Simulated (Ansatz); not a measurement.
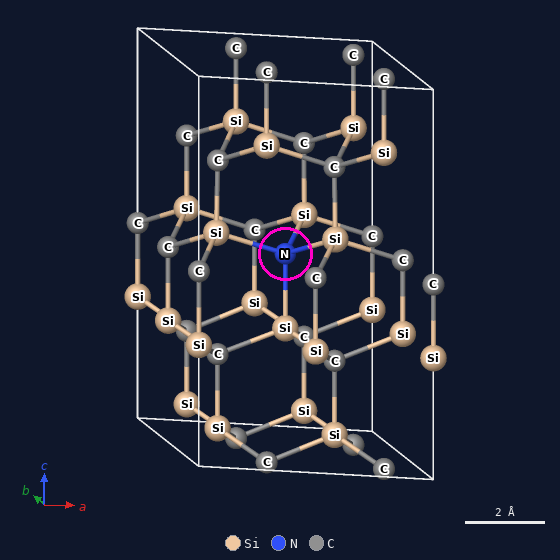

Drawn in the ball-and-stick manner and seen slightly off an axis. One supercell is outlined, and atoms on its boundary appear in each equivalent place. The host is SiC, in a cell of 32 sites, and the cell carries a charge of +1. A ring marks the defect's site.

Describe the defect.

Nitrogen on a carbon site (a substitutional impurity). It is bonded to four Si in a tetrahedral arrangement at about 1.9 Å.

The atoms were relaxed in the host's cell with DFT PBE, scalar-relativistic, plane waves, PAW (Ansatz).
